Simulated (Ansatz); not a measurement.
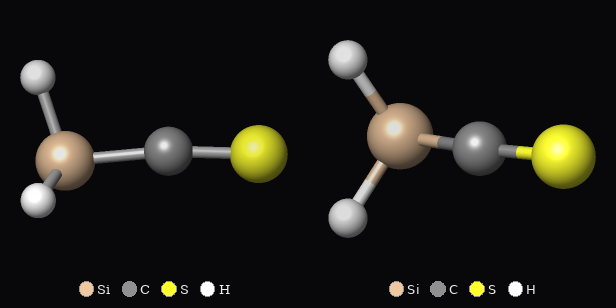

Both panels show the same species.

What does the picture show?

The molecule is CH2SSi. Coordination, clear cases only: 1 Si trigonal pyramidal.

More results for the same structure follow; atom numbers are the same in all pictures, views and colours differ. Computed geometry: PBE0-D4/def2-TZVP optimisation. No frequency run is at hand to confirm it as a minimum.

### Geometry

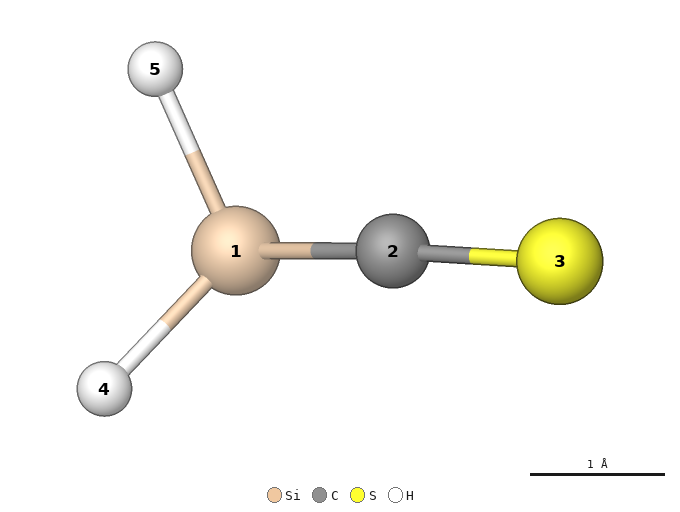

No frequency run is at hand to confirm it as a minimum.

What are the angles C2–Si1–H4, H4–Si1–H5, Si1–C2–S3?

```csv
angle,degrees
C2–Si1–H4,102.9
H4–Si1–H5,110.4
Si1–C2–S3,166.5
```

### Electronic properties

No frequency run is at hand to confirm it as a minimum. Properties computed with RKS PBE0-D4/def2-TZVPP (Ansatz 0.2.0).

**Give the HOMO energy (Kohn–Sham orbital) at this level.**

−6.10 eV.

**What is the LUMO energy (Kohn–Sham orbital)?**

−3.00 eV.

### Charges

The questions are on Mulliken charges. No frequency run is at hand to confirm it as a minimum. Properties computed with RKS PBE0-D4/def2-TZVP (Ansatz 0.2.0).

Give the Mulliken charges atom by atom.

```
atom  value (e)
 Si1      −0.04
  C2       0.00
  S3       0.01
  H4       0.01
  H5       0.01
```

### Dipole moment

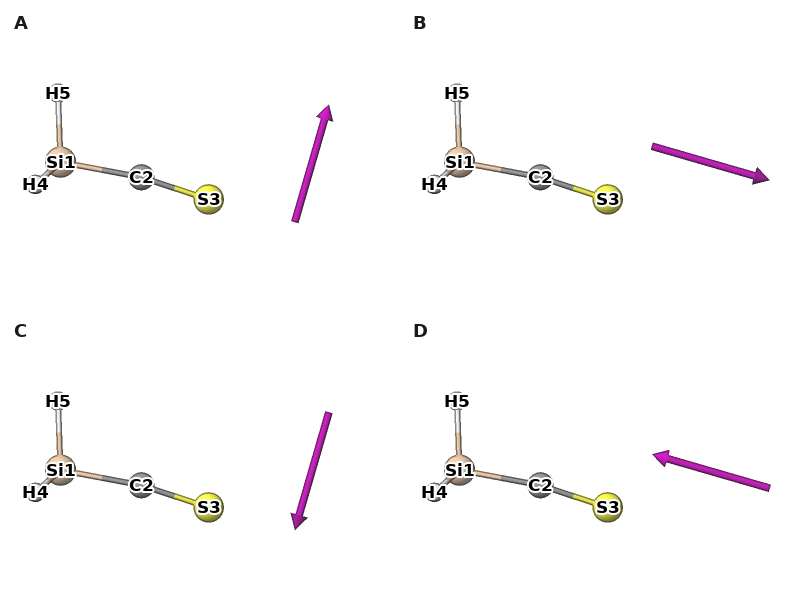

The same molecule four times, each with an arrow. No frequency run is at hand to confirm it as a minimum. Properties computed with RKS PBE0-D4/def2-TZVP (Ansatz 0.2.0).

**Which arrow points along the dipole moment, from the negative to the positive end?**

B. The dipole moment is 0.71 D; it points from the side of H4, H5 to the side of S3 (the outermost atoms at the two ends).

Mulliken values depend strongly on the basis set and can even reverse the polarity of a bond.
